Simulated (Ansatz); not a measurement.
K$_{2}$TiCl$_{6}$ (space group Fm-3m)

```
K2TiCl6
1.0
    0.00000     4.86625     4.86625
    4.86625     0.00000     4.86625
    4.86625     4.86625     0.00000
K Ti Cl
2 1 6
Direct
  0.25000   0.25000   0.25000
  0.75000   0.75000   0.75000
  0.00000   0.00000   0.00000
  0.76029   0.23971   0.76029
  0.23971   0.76029   0.23971
  0.76029   0.23971   0.23971
  0.23971   0.76029   0.76029
  0.76029   0.76029   0.23971
  0.23971   0.23971   0.76029
```

Equation-of-state scan: isotropic scaling of the cell above, V₀ being its volume. The atoms relax within the cell's symmetry.

Level of theory: PBEsol (plane waves to 420 eV, PAW, scalar-relativistic; Ansatz, a program for electronic structure). k mesh 6×6×6 (Γ-centred), Fermi-Dirac smearing 0.05 eV. Energies are smeared free energies. K2TiCl6 is run without spin polarisation. K2TiCl6 was relaxed with its symmetry unable to fall. ΔE is measured from the relaxed starting cell.

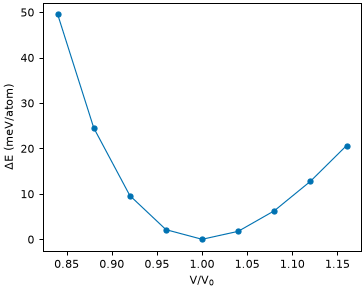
Figure: ΔE (meV/atom) against V/V₀; computed points joined by lines.

Task: What is ΔE at V/V₀ = 1.160?

Result: About 21 meV/atom.

Task: What is ΔE at V/V₀ = 0.840?

Result: About 50 meV/atom.

Task: What bulk modulus B₀ follows from a third-order Birch-Murnaghan fit?

Result: About 15 GPa.

(Under strain, the slope of the energy per volume gives the stress and its curvature an elastic modulus.)
